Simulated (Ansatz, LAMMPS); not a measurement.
# Zn in place of Ga at several sites of amorphous 59Ga2O3-41P2O5 (mol %) (128 atoms)

At which site of amorphous 59Ga2O3-41P2O5 (mol %) (128 atoms) does Zn in place of Ga cost least, and what about the site decides it?

Method: Kohn-Sham DFT, PBE, PAW (set soft_2), plane waves, in Ansatz 0.2.0.

## 1. The structure

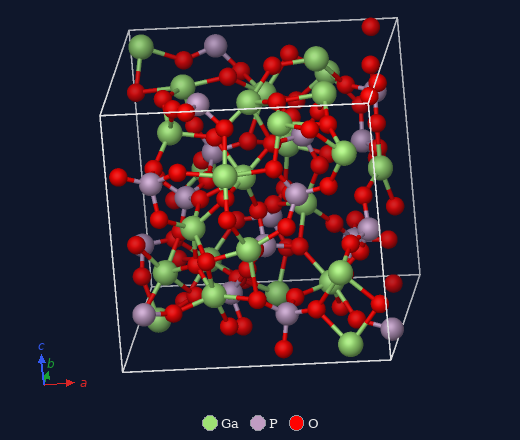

The starting structure, seen slightly off an axis (gallium green, phosphorus pink, oxygen red). Bonds to atoms that aren't drawn are left out. Some periodic images of atoms are drawn too.

The cell holds 128 atoms: 26 Ga, 18 P and 84 O. Cell: a = 11.458 Å, b = 11.458 Å, c = 11.458 Å, α = 90.0°, β = 90.0°, γ = 90.0°. 128 atoms (26 Fe, 18 P, 84 O) placed at random at 3.33 g/cm³, melted at 5000 K for 10 ps at fixed volume with the Morse and Coulomb pair potential with partial charges (Pedone, Malavasi, Menziani, Cormack and Segre, J. Phys. Chem. B 110, 11780 (2006)). Quenched from 5000 K to 300 K at 100 K/ps and fixed volume, held 10 ps at zero pressure, then minimised at fixed cell. Then Fe was replaced by Ga and the cell scaled by 1.005 (the potential has no terms for the new elements, so the cell is a start for a DFT relaxation).

What the set-up can't give: The quench rate of 100 K/ps far exceeds what a furnace or splat quench reaches, so expect more defects and frozen-in strain than in a real sample. The starting topology of bonds comes from the classical model, and needn't be the one that DFT or experiment would give. The Brillouin zone is sampled at Γ only, in a cell whose shortest periodic width is 11 Å.

## 2. Single point at the start

The forces at the start show how far the geometry lies from a minimum of this functional.

input.yaml

```yaml
crystal:
  lattice:
    - [11.45846, 0.0, 0.0]
    - [0.0, 11.45846, 0.0]
    - [0.0, 0.0, 11.45846]
  atoms:
    - { symbol: Ga, position: [0.94636, 0.57109, 0.56067] }
    - { symbol: Ga, position: [0.75142, 0.39916, 0.18327] }
    - { symbol: Ga, position: [0.50589, 0.80942, 0.79156] }
    - { symbol: Ga, position: [0.42987, 0.10167, 0.70808] }
    - { symbol: Ga, position: [0.73535, 0.8971, 0.8342] }
    - { symbol: Ga, position: [0.84889, 0.05031, 0.05133] }
    - { symbol: Ga, position: [0.87766, 0.11891, 0.772] }
    - { symbol: Ga, position: [0.64777, 0.60941, 0.42536] }
    - { symbol: Ga, position: [0.22146, 0.70273, 0.86706] }
    - { symbol: Ga, position: [0.56558, 0.89694, 0.56206] }
    - { symbol: Ga, position: [0.2347, 0.98758, 0.45188] }
    - { symbol: Ga, position: [0.49281, 0.47334, 0.87066] }
    - { symbol: Ga, position: [0.49965, 0.74921, 0.03352] }
    - { symbol: Ga, position: [0.45864, 0.39058, 0.60771] }
    - { symbol: Ga, position: [0.19772, 0.4101, 0.78769] }
    - { symbol: Ga, position: [0.49406, 0.10223, 0.41994] }
    - { symbol: Ga, position: [0.07812, 0.53574, 0.02173] }
    - { symbol: Ga, position: [0.73363, 0.64494, 0.97129] }
    - { symbol: Ga, position: [0.78385, 0.4055, 0.91331] }
    - { symbol: Ga, position: [0.63831, 0.1945, 0.87296] }
    - { symbol: Ga, position: [0.27389, 0.25004, 0.46447] }
    - { symbol: Ga, position: [0.13816, 0.39082, 0.25131] }
    - { symbol: Ga, position: [0.34095, 0.17594, 0.22484] }
    - { symbol: Ga, position: [0.25127, 0.78297, 0.16543] }
    - { symbol: Ga, position: [0.05912, 0.85266, 0.98032] }
    - { symbol: Ga, position: [0.83521, 0.04582, 0.33289] }
    - { symbol: P, position: [0.67781, 0.19594, 0.59536] }
    - { symbol: P, position: [0.22217, 0.52163, 0.49624] }
    - { symbol: P, position: [0.09582, 0.0189, 0.21357] }
    - { symbol: P, position: [0.14475, 0.15242, 0.67487] }
    - { symbol: P, position: [0.35969, 0.51128, 0.12172] }
    - { symbol: P, position: [0.60932, 0.1521, 0.14783] }
    [... 90 atom lines left out ...]
    - { symbol: O, position: [0.56264, 0.49444, 0.69984] }
    - { symbol: O, position: [0.75656, 0.73617, 0.1024] }
    - { symbol: O, position: [0.15572, 0.70876, 0.0337] }
    - { symbol: O, position: [0.58842, 0.12809, 0.01979] }
    - { symbol: O, position: [0.71963, 0.58386, 0.57848] }
    - { symbol: O, position: [0.80189, 0.17189, 0.62964] }
kpoints:
  mp_grid: { grid: [1, 1, 1] }
hamiltonian:
  xc: pbe
scf:
  occupations: { method: gaussian, width: 0.05 }
output:
  forces: true
```

Started as:

```
$ ansatz run input.yaml --threads 4 --pin off --max-ram 8192MiB --backend cpu --events-out ev --progress --plain --runs-dir out
```

Numbers of over 12 decimals in the logs are rounded to 6 here.

What it wrote:

```text
Engine: ansatz 0.2.0, aarch64-unknown-linux-gnu
Pseudopotentials: kind: paw
Pseudopotential: Ga, paw, valence charge 13, recommended cutoff 420 eV (normal), Ga.paw.azcp
Pseudopotential: P, paw, valence charge 5, recommended cutoff 420 eV (normal), P.paw.azcp
Pseudopotential: O, paw, valence charge 6, recommended cutoff 420 eV (normal), O.paw.azcp
[... 5 lines on functional and potentials left out ...]
Crystal: 128 atoms, lattice volume = 1504.453 Å³
Basis set: ecut = 420 eV, 29423 PW (Γ), exchange–correlation on 160×160×160 points (8 copies of the dense FFT grid, shifted against one another)
Bands: 594, of which v1, the nominal top of the filled ones, is band 466 counted from 1 (465 counted from 0)
Symmetry: 1 space group operations
Space group: P1 (ITA 1), of the structure as read, at distance tolerance 1.1e-4 Å
k-points: 1
[... 7 lines on functional and potentials left out ...]
Initial density: superposition of atomic densities (neutral atoms: chi_scale 0, normalization atom), corrected by the library's trained network
Initial wavefunctions: pseudopotential atomic-orbital guess
Functional: x = pbe(κ = 0.804, μ = 0.219515), c = pbe(β = 0.066725)
SCF iter   1: F=—  HF=-159650.161722 eV  |F-HF|=—  |Δ(HF+E_count)|=         —  Δρ=3.62e-3  dr2=2.59e-1  ethr=1.77e-3  ⟨swp⟩=6.0  Hψ=2628  notcnv=0  defer=90
preconditioner: auto → Resta (q_TF=auto, 2.519 Å⁻¹)  ε∞=3.9  [insulator: Δε(μ)=1.746 eV  Ē_g=17.197 eV  σ=0.050 eV  W_gap=1.00  n_scr=436 (ndim 8)  ℏωp=29.2 eV  f_vac=0.112  D(μ)=0.00/eV (n_scr^D=0)  ε∞_Penn≈3.9]
SCF iter   2: F=—  HF=-159650.124447 eV  |F-HF|=—  |Δ(HF+E_count)|=   3.73e-2  Δρ=1.94e-3  dr2=5.93e-2  ethr=2.78e-5  ⟨swp⟩=2.0  Hψ=941  notcnv=0  defer=123
SCF iter   3: F=—  HF=-159650.120394 eV  |F-HF|=—  |Δ(HF+E_count)|=   4.05e-3  Δρ=8.11e-4  dr2=1.50e-2  ethr=6.36e-6  ⟨swp⟩=2.0  Hψ=861  notcnv=0  defer=69
automatic band count: iteration 3 solves 540 bands in place of 594: the levels show a gap, and the empty bands left out lie too high to hold charge; the band table lists the bands solved (type scf.n_extra_bands for more)
SCF iter   4: F=—  HF=-159650.118354 eV  |F-HF|=—  |Δ(HF+E_count)|=   2.04e-3  Δρ=3.29e-4  dr2=1.63e-3  ethr=1.60e-6  ⟨swp⟩=2.0  Hψ=860  notcnv=0  defer=69
SCF iter   5: F=—  HF=-159650.118257 eV  |F-HF|=—  |Δ(HF+E_count)|=   9.66e-5  Δρ=1.70e-4  dr2=4.43e-4  ethr=1.75e-7  ⟨swp⟩=2.0  Hψ=888  notcnv=0  defer=69
SCF iter   6: F=—  HF=-159650.118264 eV  |F-HF|=—  |Δ(HF+E_count)|=   7.06e-6  Δρ=5.92e-5  dr2=5.79e-5  ethr=4.75e-8  ⟨swp⟩=2.0  Hψ=888  notcnv=0  defer=69
SCF iter   7: F=—  HF=-159650.118682 eV  |F-HF|=—  |Δ(HF+E_count)|=   4.18e-4  Δρ=2.76e-5  dr2=1.22e-5  ethr=6.21e-9  ⟨swp⟩=2.0  Hψ=1000  notcnv=0  defer=69
SCF iter   8: F=—  HF=-159650.118686 eV  |F-HF|=—  |Δ(HF+E_count)|=   4.06e-6  Δρ=1.17e-5  dr2=2.16e-6  ethr=1.31e-9  ⟨swp⟩=2.0  Hψ=888  notcnv=0  defer=69
SCF iter   9: F=—  HF=-159650.118688 eV  |F-HF|=—  |Δ(HF+E_count)|=   1.35e-6  Δρ=5.12e-6  dr2=3.98e-7  ethr=2.31e-10  ⟨swp⟩=3.0  Hψ=942  notcnv=0  defer=69
SCF iter  10: F=-159650.118688 eV  HF=-159650.118688 eV  |F-HF|=3.12e-8  |Δ(HF+E_count)|=   1.14e-7  Δρ=2.13e-6  dr2=7.13e-8  ethr=1.07e-11  ⟨swp⟩=4.0  Hψ=1865  notcnv=0
SCF 1 converged in 10 iterations: F = -159650.118688 eV  dr2 = 7.13e-8
  greatest PAW one-centre occupation: 0.998 electrons in one spin orbital (limit 2), on the Ga atom at site 24 (counted from 0), in its partial waves of l = 2
SCF converged after 10 iterations
Free energy (F): -159650.118688 eV
Harris-Foulkes:  -159650.118688 eV  (|F-HF|=3.12e-8)
Internal energy: -159650.118688 eV  (E = F + TS)
E sigma→0 (E₀):  -159650.118688 eV
Fermi energy:    6.615773 eV
--- Per-component energies (eV) ---
  E_band       = -3445.452808
  E_kinetic    = 19262.930559
  E_local      = -96860.408071  (includes V_loc(G=0)·N_el)
  E_nonlocal   = 15869.185881
  E_hartree    = 41557.777661
  E_xc         = -9056.087363
  E_vxc        = -10464.550237  (∫ρ·V_xc dr)
  E_paw        = -75563.698491  (= ΣΔE_a)
  E_vpaw       = -14368.375879  (= ΣTr[D̂ρ^β])
  E_aug_tail   = 0.207177  (compensation charges beyond the density's cutoff)
  E_ewald      = -54860.026041
  E_smearing   = -0.000000  (= −TS)
  E_closure    = 0.000000  (closes the sum)
  Σ components = -159650.118688   (vs F -159650.118688, Δ=0.00e0)
--- Forces (eV/Å), atoms counted from 1 ---
  atom   1  Ga     1.11528828     0.12645186    -0.94785523
  atom   2  Ga     0.68895294    -1.44847425     0.05572961
  atom   3  Ga    -0.04979500    -0.24318219     0.89577799
  atom   4  Ga    -1.08345221     0.63546788    -0.68184716
  atom   5  Ga    -0.46697350    -0.08351694    -0.87723261
  atom   6  Ga     1.34910137     0.40211866    -0.68568620
  atom   7  Ga    -0.60089434     1.21633106    -0.50720695
  atom   8  Ga    -0.93675307     0.80233896    -1.10504155
  atom   9  Ga     1.29006920    -0.03807294     0.31427054
  atom  10  Ga     0.70492992     0.36689967     0.29195022
  atom  11  Ga    -0.36908064    -0.08216069    -0.26931463
  atom  12  Ga     0.70909802    -0.22176313     0.10075758
  atom  13  Ga    -0.21861476    -0.23302019    -0.65370718
  atom  14  Ga     0.01331932    -0.63820220     0.08056155
[...]
atom 127  O      1.32360210    -0.33989271    -2.43366414
  atom 128  O      1.45149491    -0.43386896     0.01497825
  max |Σ_I F_I| component: 8.15e-5 eV/Å
```

Elapsed: 26 s, on 4 threads of Arm Neoverse V2, shared host; peak memory 2.4 GiB; 99 s of CPU time.

The r.m.s. force at the start is 1.0 eV/Å.

## 3. Relaxation

The atoms are relaxed in the fixed cell, aiming at the force tolerance of the input.

input.yaml

```yaml
crystal:
  lattice:
    - [11.45846, 0.0, 0.0]
    - [0.0, 11.45846, 0.0]
    - [0.0, 0.0, 11.45846]
  atoms:
    [... the 128 atom lines of step 2 ...]
kpoints:
  mp_grid: { grid: [1, 1, 1] }
hamiltonian:
  xc: pbe
scf:
  occupations: { method: gaussian, width: 0.05 }
output:
  forces: true
relax:
  f_tol: 0.05
  max_steps: 120
```

What it wrote:

```text
[...]
Crystal: 128 atoms, lattice volume = 1504.453 Å³
Basis set: ecut = 420 eV, 29423 PW (Γ), exchange–correlation on 160×160×160 points (8 copies of the dense FFT grid, shifted against one another)
Bands: 594, of which v1, the nominal top of the filled ones, is band 466 counted from 1 (465 counted from 0)
Symmetry: 1 space group operations
[...]
k-points: 1
[...]
SCF iter   1: F=—  HF=-159650.161721 eV  |F-HF|=—  |Δ(HF+E_count)|=         —  Δρ=3.62e-3  dr2=2.59e-1  ethr=1.77e-3  ⟨swp⟩=6.0  Hψ=2628  notcnv=0  defer=90
[...]
SCF iter   6: F=-159650.118666 eV  HF=-159650.118673 eV  |F-HF|=6.81e-6  |Δ(HF+E_count)|=   2.45e-5  Δρ=5.74e-5  dr2=5.45e-5  ethr=6.71e-9  ⟨swp⟩=3.0  Hψ=2194  notcnv=0
SCF 1 converged in 6 iterations: F = -159650.118666 eV  dr2 = 5.45e-5
[...]
relax step   1: F+E_penalty+E_count = -159650.11866577 eV  Δ(F+E_penalty+E_count) = +0.000e0 eV  max|allowed force component| = 3.332e0 eV/Å  Δτ_max = 0.0000 Å  (6 SCF iters, dr2 threshold 6.25e-5 eV, accepted)
[...]
relax step   2: F+E_penalty+E_count = -159654.96633311 eV  Δ(F+E_penalty+E_count) = -4.848e0 eV  max|allowed force component| = 2.385e0 eV/Å  Δτ_max = 0.1948 Å  (8 SCF iters, dr2 threshold 1.00e-4 eV, accepted)
[...]
relax step   3: F+E_penalty+E_count = -159657.56921250 eV  Δ(F+E_penalty+E_count) = -2.603e0 eV  max|allowed force component| = 1.044e0 eV/Å  Δτ_max = 0.1970 Å  (7 SCF iters, dr2 threshold 1.00e-4 eV, accepted)
relax step   4: F+E_penalty+E_count = -159658.80171171 eV  Δ(F+E_penalty+E_count) = -1.232e0 eV  max|allowed force component| = 1.307e0 eV/Å  Δτ_max = 0.2000 Å  (8 SCF iters, dr2 threshold 1.00e-4 eV, accepted)
relax step   5: F+E_penalty+E_count = -159659.32601202 eV  Δ(F+E_penalty+E_count) = -5.243e-1 eV  max|allowed force component| = 6.508e-1 eV/Å  Δτ_max = 0.1628 Å  (7 SCF iters, dr2 threshold 1.00e-4 eV, accepted)
relax step   6: F+E_penalty+E_count = -159659.91900379 eV  Δ(F+E_penalty+E_count) = -5.930e-1 eV  max|allowed force component| = 4.476e-1 eV/Å  Δτ_max = 0.2000 Å  (7 SCF iters, dr2 threshold 1.00e-4 eV, accepted)
relax step   7: F+E_penalty+E_count = -159660.43033800 eV  Δ(F+E_penalty+E_count) = -5.113e-1 eV  max|allowed force component| = 4.805e-1 eV/Å  Δτ_max = 0.1907 Å  (7 SCF iters, dr2 threshold 4.97e-5 eV, accepted)
relax step   8: F+E_penalty+E_count = -159660.90358634 eV  Δ(F+E_penalty+E_count) = -4.732e-1 eV  max|allowed force component| = 2.810e-1 eV/Å  Δτ_max = 0.2000 Å  (7 SCF iters, dr2 threshold 1.00e-4 eV, accepted)
relax step   9: F+E_penalty+E_count = -159661.08946719 eV  Δ(F+E_penalty+E_count) = -1.859e-1 eV  max|allowed force component| = 6.893e-1 eV/Å  Δτ_max = 0.1945 Å  (8 SCF iters, dr2 threshold 2.70e-5 eV, accepted)
relax step  10: F+E_penalty+E_count = -159661.37669749 eV  Δ(F+E_penalty+E_count) = -2.872e-1 eV  max|allowed force component| = 2.884e-1 eV/Å  Δτ_max = 0.2000 Å  (7 SCF iters, dr2 threshold 1.00e-4 eV, accepted)
relax step  11: F+E_penalty+E_count = -159661.56365034 eV  Δ(F+E_penalty+E_count) = -1.870e-1 eV  max|allowed force component| = 2.123e-1 eV/Å  Δτ_max = 0.2000 Å  (7 SCF iters, dr2 threshold 1.46e-5 eV, accepted)
relax step  12: F+E_penalty+E_count = -159661.66962328 eV  Δ(F+E_penalty+E_count) = -1.060e-1 eV  max|allowed force component| = 4.131e-1 eV/Å  Δτ_max = 0.1974 Å  (8 SCF iters, dr2 threshold 7.89e-6 eV, accepted)
relax step  13: F+E_penalty+E_count = -159661.70384593 eV  Δ(F+E_penalty+E_count) = -3.422e-2 eV  max|allowed force component| = 3.026e-1 eV/Å  Δτ_max = 0.2000 Å  (7 SCF iters, dr2 threshold 9.25e-5 eV, accepted)
relax step  14: F+E_penalty+E_count = -159661.72112737 eV  Δ(F+E_penalty+E_count) = -1.728e-2 eV  max|allowed force component| = 3.072e-1 eV/Å  Δτ_max = 0.2000 Å  (7 SCF iters, dr2 threshold 4.92e-5 eV, accepted)
relax step  15: F+E_penalty+E_count = -159661.81166642 eV  Δ(F+E_penalty+E_count) = -9.054e-2 eV  max|allowed force component| = 2.317e-1 eV/Å  Δτ_max = 0.2000 Å  (7 SCF iters, dr2 threshold 5.06e-5 eV, accepted)
relax step  16: F+E_penalty+E_count = -159661.84224917 eV  Δ(F+E_penalty+E_count) = -3.058e-2 eV  max|allowed force component| = 2.597e-1 eV/Å  Δτ_max = 0.1185 Å  (7 SCF iters, dr2 threshold 3.06e-5 eV, accepted)
relax step  17: F+E_penalty+E_count = -159661.88822127 eV  Δ(F+E_penalty+E_count) = -4.597e-2 eV  max|allowed force component| = 3.340e-1 eV/Å  Δτ_max = 0.0917 Å  (6 SCF iters, dr2 threshold 3.84e-5 eV, accepted)
relax step  18: F+E_penalty+E_count = -159661.93093003 eV  Δ(F+E_penalty+E_count) = -4.271e-2 eV  max|allowed force component| = 3.438e-1 eV/Å  Δτ_max = 0.0745 Å  (6 SCF iters, dr2 threshold 1.00e-4 eV, accepted)
relax step  19: F+E_penalty+E_count = -159661.98769671 eV  Δ(F+E_penalty+E_count) = -5.677e-2 eV  max|allowed force component| = 1.510e-1 eV/Å  Δτ_max = 0.2000 Å  (6 SCF iters, dr2 threshold 1.00e-4 eV, accepted)
relax step  20: F+E_penalty+E_count = -159661.97312573 eV  Δ(F+E_penalty+E_count) = +1.457e-2 eV  max|allowed force component| = 5.023e-1 eV/Å  Δτ_max = 0.2000 Å  (9 SCF iters, dr2 threshold 4.40e-6 eV, rejected (line search))
relax step  21: F+E_penalty+E_count = -159662.01809544 eV  Δ(F+E_penalty+E_count) = -3.040e-2 eV  max|allowed force component| = 1.542e-1 eV/Å  Δτ_max = 0.0950 Å  (11 SCF iters, accepted)
relax step  22: F+E_penalty+E_count = -159662.03675985 eV  Δ(F+E_penalty+E_count) = -1.866e-2 eV  max|allowed force component| = 2.880e-1 eV/Å  Δτ_max = 0.0963 Å  (8 SCF iters, dr2 threshold 4.59e-6 eV, accepted)
relax step  23: F+E_penalty+E_count = -159662.05955016 eV  Δ(F+E_penalty+E_count) = -2.279e-2 eV  max|allowed force component| = 3.401e-1 eV/Å  Δτ_max = 0.1457 Å  (6 SCF iters, dr2 threshold 8.30e-5 eV, accepted)
relax step  24: F+E_penalty+E_count = -159662.10238936 eV  Δ(F+E_penalty+E_count) = -4.284e-2 eV  max|allowed force component| = 3.055e-1 eV/Å  Δτ_max = 0.0897 Å  (6 SCF iters, dr2 threshold 1.00e-4 eV, accepted)
relax step  25: F+E_penalty+E_count = -159662.13344148 eV  Δ(F+E_penalty+E_count) = -3.105e-2 eV  max|allowed force component| = 1.704e-1 eV/Å  Δτ_max = 0.0487 Å  (6 SCF iters, dr2 threshold 7.53e-5 eV, accepted)
relax step  26: F+E_penalty+E_count = -159662.08051420 eV  Δ(F+E_penalty+E_count) = +5.293e-2 eV  max|allowed force component| = 2.578e-1 eV/Å  Δτ_max = 0.2000 Å  (8 SCF iters, dr2 threshold 9.03e-6 eV, rejected (line search))
relax step  27: F+E_penalty+E_count = -159662.16197864 eV  Δ(F+E_penalty+E_count) = -2.854e-2 eV  max|allowed force component| = 1.768e-1 eV/Å  Δτ_max = 0.0967 Å  (11 SCF iters, accepted)
relax step  28: F+E_penalty+E_count = -159662.17073270 eV  Δ(F+E_penalty+E_count) = -8.754e-3 eV  max|allowed force component| = 8.263e-2 eV/Å  Δτ_max = 0.1000 Å  (7 SCF iters, dr2 threshold 9.73e-6 eV, accepted)
relax step  29: F+E_penalty+E_count = -159662.17200749 eV  Δ(F+E_penalty+E_count) = -1.275e-3 eV  max|allowed force component| = 2.427e-1 eV/Å  Δτ_max = 0.0346 Å  (9 SCF iters, accepted)
relax step  30: F+E_penalty+E_count = -159662.17985691 eV  Δ(F+E_penalty+E_count) = -7.849e-3 eV  max|allowed force component| = 3.754e-2 eV/Å  Δτ_max = 0.0286 Å  (6 SCF iters, dr2 threshold 1.29e-5 eV, accepted)
[...]
relax step  31: F+E_penalty+E_count = -159662.17985785 eV  Δ(F+E_penalty+E_count) = -9.421e-7 eV  max|allowed force component| = 3.768e-2 eV/Å  Δτ_max = 0.0000 Å  (4 SCF iters, accepted)
SCF converged after 4 iterations
Free energy (F): -159662.179858 eV
[...]
Internal energy: -159662.179858 eV  (E = F + TS)
E sigma→0 (E₀):  -159662.179858 eV
Fermi energy:    7.083919 eV
[...]
--- Forces (eV/Å), atoms counted from 1 ---
  atom   1  Ga    -0.00551468     0.01253380    -0.00842428
  atom   2  Ga     0.00794668    -0.01583147     0.01219324
  atom   3  Ga     0.00679749     0.03233157     0.01283923
  atom   4  Ga    -0.00031197    -0.01549761    -0.00686409
  atom   5  Ga     0.00013585     0.01093461     0.00665738
  atom   6  Ga    -0.00458988     0.01844674    -0.01391923
  atom   7  Ga     0.00847007    -0.01730487     0.01427393
  atom   8  Ga     0.00934114     0.00532525     0.00033993
  atom   9  Ga    -0.00850176    -0.00580202    -0.01078645
  atom  10  Ga    -0.00620414    -0.00326356     0.00025004
  atom  11  Ga    -0.00219631     0.01756502     0.00034365
  atom  12  Ga    -0.00467398    -0.00664693     0.00156032
  atom  13  Ga    -0.00992054     0.02313745    -0.02453742
  atom  14  Ga    -0.00131127    -0.00986940     0.00157819
[...]
atom 127  O     -0.00781154    -0.00410582    -0.00137407
  atom 128  O     -0.00236111    -0.00394563    -0.00516141
  max |Σ_I F_I| component: 5.62e-5 eV/Å
--- Relaxed structure (31 steps of the walk, 29 accepted, 0 SCFs on fresh bases) ---
  F+E_penalty+E_count = -159662.17985785 eV   max|allowed force component| = 3.768e-2 eV/Å
  atoms:
    - { symbol: Ga, position: [0.932336, 0.639852, 0.545465] }
    - { symbol: Ga, position: [0.779433, 0.385530, 0.141695] }
    - { symbol: Ga, position: [0.517535, 0.779926, 0.774293] }
    - { symbol: Ga, position: [0.384808, 0.094633, 0.695513] }
[...]
- { symbol: O, position: [0.772886, 0.162586, 0.629550] }
```

It took 11 min on 4 threads; peak memory 2.5 GiB.

The relaxation converged after 31 steps, 12.1 eV below its start, with a largest force component of 0.038 eV/Å.

(Continued in part 2 of 2.)

[Logs are printed without paths, hosts, clocks, repeated set-up lines and the standing remarks that a program may print on its own settings, such as how far it seeks lower states.]

[Hosts, paths, dates, database ids (printed as entryN), source tags and the programs' standing remarks are cut or masked in the printed files.]
